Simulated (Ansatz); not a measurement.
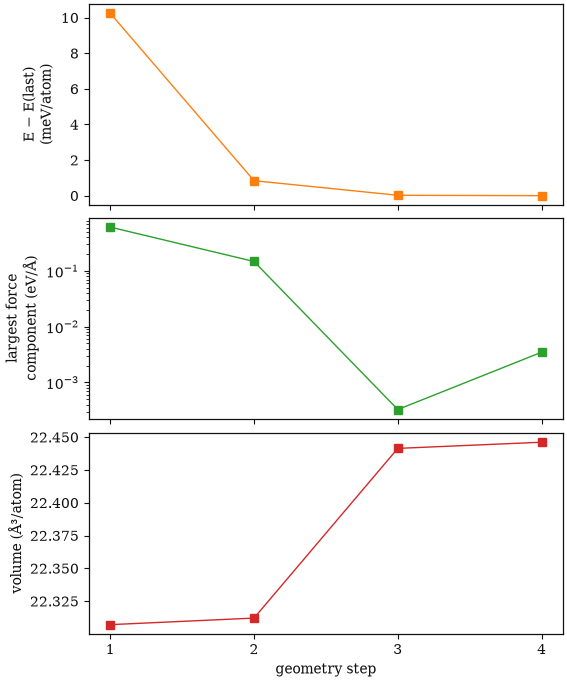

History of a geometry optimisation. Atoms and cell relax. A closing SCF on a freshly chosen basis isn't drawn.

```
crystal:
  lattice:
    - [0.0, 5.630034, 0.0]
    - [5.630034, 0.0, 0.0]
    - [2.815017, 2.815017, -5.630034]
  atoms:
    - { symbol: Ga, position: [0.5, 0.5, 0.0] }
    - { symbol: Ga, position: [0.25, 0.75, 0.5] }
    - { symbol: As, position: [0.375, 0.362, 0.75] }
    - { symbol: As, position: [0.638, 0.125, 0.25] }
    - { symbol: As, position: [0.875, 0.888, 0.75] }
    - { symbol: As, position: [0.112, 0.625, 0.25] }
    - { symbol: Zn, position: [0.0, 0.0, 0.0] }
    - { symbol: Zn, position: [0.75, 0.25, 0.5] }
  symmetry: { tolerance: 0.0003 }
kpoints:
  mp_grid: { grid: [4, 4, 4], shift: [0, 0, 0] }
magnetization:
  spin_polarized: false
scf:
  occupations: { method: fermi_dirac }
hamiltonian:
  pseudopotentials: { kind: paw }
  xc: r2scan
basis:
  ecutwfc: "500 eV"
output:
  forces: true
  stress: true
  eigenvalues: true
relax:
  max_steps: 40
  cell: {}
```

Launched with:
```bash
ansatz run input.yaml --threads 1 --pin off --max-ram 2560MiB --backend cpu --events-out ev --progress --plain --runs-dir out
```

Question: How did the optimisation end?

Answer: The optimisation met its thresholds at geometry 4, counting the start as the first. The energy fell by about 10 meV/atom from the first step to the last. The largest force component goes from about 0.61 eV/Å at the start to 3 × 10⁻³ eV/Å at the end.

Question: Was the starting cell too large or too small?

Answer: The volume grows from 22.31 to 22.45 Å³ per atom (+0.6 %). The start was compressed.
